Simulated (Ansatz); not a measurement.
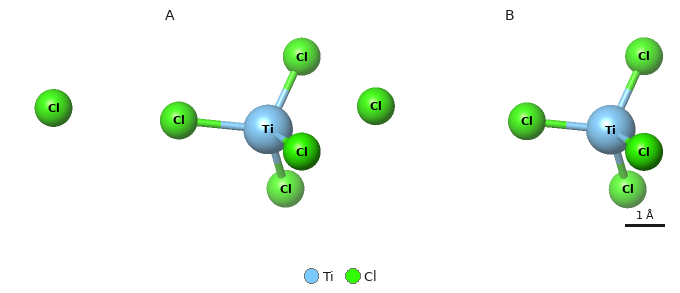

Two geometries of TiCl₅ (multiplicity 2), drawn at one scale. One is the start of a relaxation, the other its converged end. A ball-and-stick model, seen from a free direction.

Method: UHF/def2-SVP (Ansatz 0.2.0). (collinear spin; force threshold 0.03 eV/Å; at most 50 steps)

Which geometry has the lower energy?

Structure B is the relaxed one. The run prepares an end point of a later path (reaction) calculation, from a guessed geometry. Over 7 geometry steps the energy falls by 16.3 kJ/mol. Largest force component: 1.9 eV/Å at the start, 0.0097 eV/Å at the end. The atom that moves furthest after the best rigid fit is a Cl atom (0.46 Å). Largest moves by element: Cl 0.46 Å, Ti 0.07 Å. Some distances before and after: Cl–Ti 2.313 → 2.170 Å, Cl–Ti 2.155 → 2.167 Å. The run took 89 s on 4 threads of Arm Neoverse V2, on a shared host, peak memory 0.84 GiB.

Limits of the set-up: the start holds two separate molecules, 3.2 Å apart at their closest, whose relative position is a soft coordinate and is computed without a dispersion correction; Hartree-Fock leaves out electron correlation.
